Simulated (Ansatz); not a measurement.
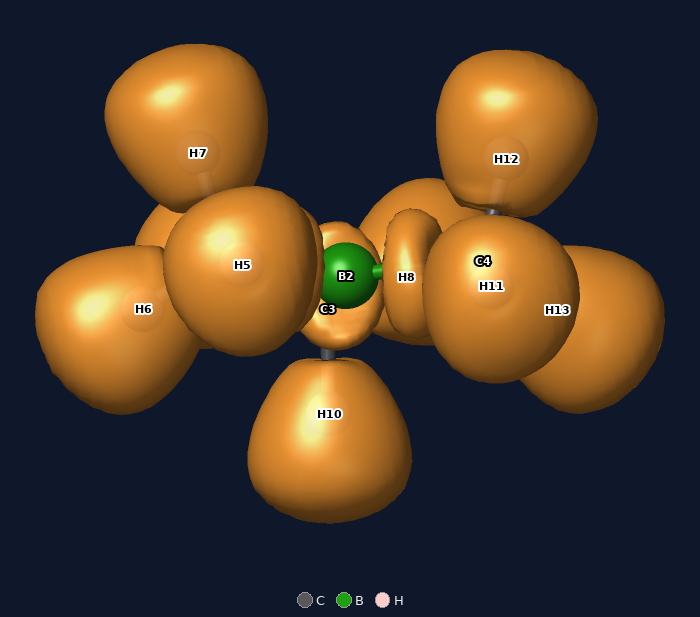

The picture shows: C₃H₉B. Isosurface of the ELF at 0.8 (orange), seen from one side. Core shells and regions of very low density are left out.

Geometry: PBE0-D4/def2-TZVP.

All numbers below come from Ansatz, RKS PBE0-D4/def2-TZVPP.

```xyz
13

C    -0.8025    1.2249   -0.5582
B     0.0187   -0.0003   -0.0240
C     1.0256    0.2004    1.1611
C    -0.1944   -1.4303   -0.6318
H    -1.1856    1.1153   -1.5750
H    -0.2666    2.1746   -0.4724
H    -1.6789    1.3246    0.1001
H     1.1578   -0.6845    1.7894
H     0.8200    1.0696    1.7908
H     2.0059    0.3847    0.6945
H    -0.4559   -1.4318   -1.6928
H    -1.0603   -1.8625   -0.1070
H     0.6365   -2.1193   -0.4598
```

Question: Where are the electrons localised?

Answer: At this value the surface marks out three regions between bonded B–C atoms (shared pairs) and nine regions around hydrogen nuclei.

Values along the shortest contacts:
C–B (1.57 Å): the ELF peaks at about 1 between the atoms, as expected for a shared electron pair. C–H (1.09 Å): the ELF climbs to about 1 towards the hydrogen, as it does in any bond to H: an ordinary covalent bond to hydrogen.
